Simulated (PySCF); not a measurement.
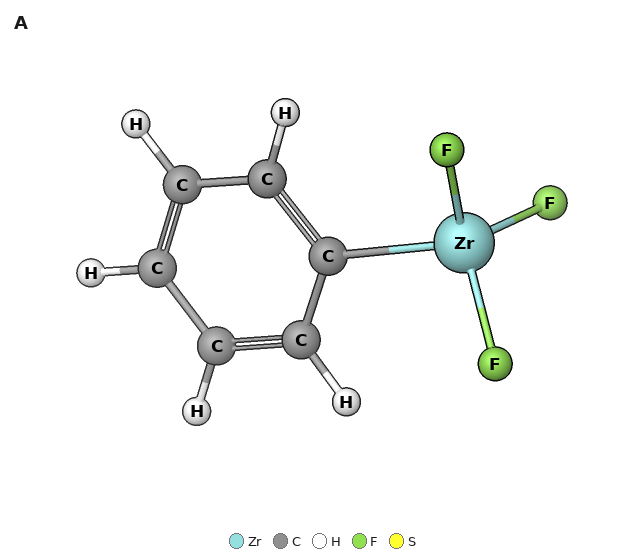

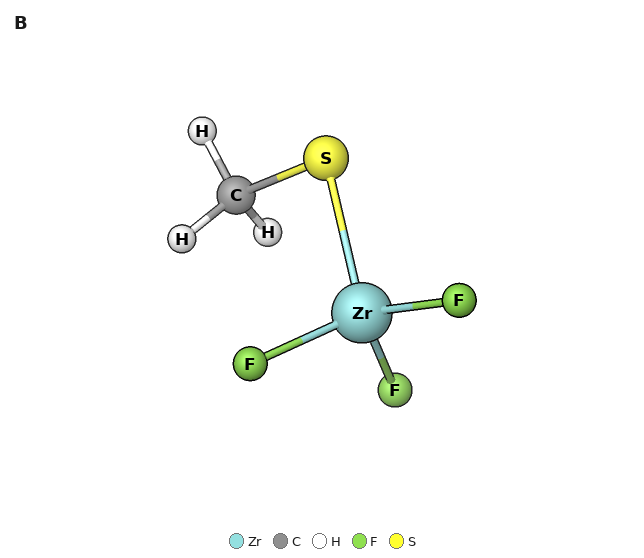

Two related species, optimised with PBE0-D3(BJ)/def2-SVP; properties computed with PySCF 2.14.0. Both: charge 0, singlet.

Question: What are A and B?

Answer: A is ZrPhF3, B is Zr(SMe)F3.

Compare them. With ωB97X-D/def2-SVPD, core potentials on Zr: dipole moment (D), HOMO–LUMO gap (eV), HOMO energy (Kohn–Sham orbital) (eV), lowest vertical singlet excitation (eV), mean static polarisability (bohr³). With PBE0-D3(BJ)/def2-SVP: mean Zr–F length (Å).

```tsv
quantity	A	B
dipole moment (D)	1.95	1.56
HOMO–LUMO gap (eV)	9.25	9.30
HOMO energy (Kohn–Sham orbital) (eV)	−9.47	−9.45
lowest vertical singlet excitation (eV)	4.87	4.34
mean static polarisability (bohr³)	106.1	70.6
mean Zr–F length (Å)	1.902	1.898
```

Each is one conformer, and no frequency run is at hand to confirm it as a minimum.
